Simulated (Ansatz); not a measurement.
# Redistribution: C4H9F + C2H2F4 → C3H6F2 + C3H5F3

Species: C4H9F `CC(C)CF`, singlet; C2H2F4 (norflurane) `FCC(F)(F)F`, singlet; C3H6F2 `CC(F)CF`, singlet; C3H5F3 (1,2,2-trifluoropropane) `CC(F)(F)CF`, singlet. The partners trade CH3 for F; both sit on C, so the bond types are kept.

Shapes, held fixed at every level: PBE0-D4/def2-TZVP. Flexible molecules stand in one conformer, not always the lowest. Programs: Ansatz 0.2.0. The zero-point and thermal change to 298 K, harmonic and unscaled (PBE0-D4/def2-TZVP), is -0.6 kJ/mol.

```tsv
level	kind	ΔH(298 K) (kJ/mol)	less CCSD(T)/CBS estimate	CPU time (sum over the molecules)
HF/def2-TZVPP	Hartree–Fock	+14.5	-0.7	–
PBE-D4/def2-TZVPP	GGA	+15.9	+0.7	30 s
B3LYP-D4/def2-TZVPP	global hybrid	+11.6	-3.6	51 s
wB97M-V/def2-TZVPP	range-separated hybrid	+15.9	+0.7	2.1 min
wB97X-V/def2-TZVPP	range-separated hybrid	+14.7	-0.5	85 s
CCSD(T)/def2-SVP	coupled cluster or CI	+33.0	+17.8	85 s
CCSD(T)/CBS estimate	coupled cluster or CI	+15.2	0.0	44 min
```

The highest level, CCSD(T)/CBS estimate, gives ΔH(298 K) = +15.2 kJ/mol; the levels span +11.6 to +33.0. The column of differences is taken from that level and isn't an error. No measured value is set beside it here. The CBS estimate extrapolates MP2 from def2-TZVPP and def2-QZVPP and adds CCSD(T) − MP2 in the triple-zeta set, cores frozen. Times are processor times on shared x86 and Arm servers, and rough.

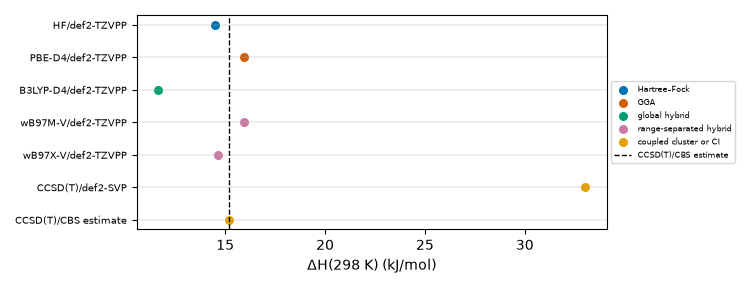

The values of the table, level by level.
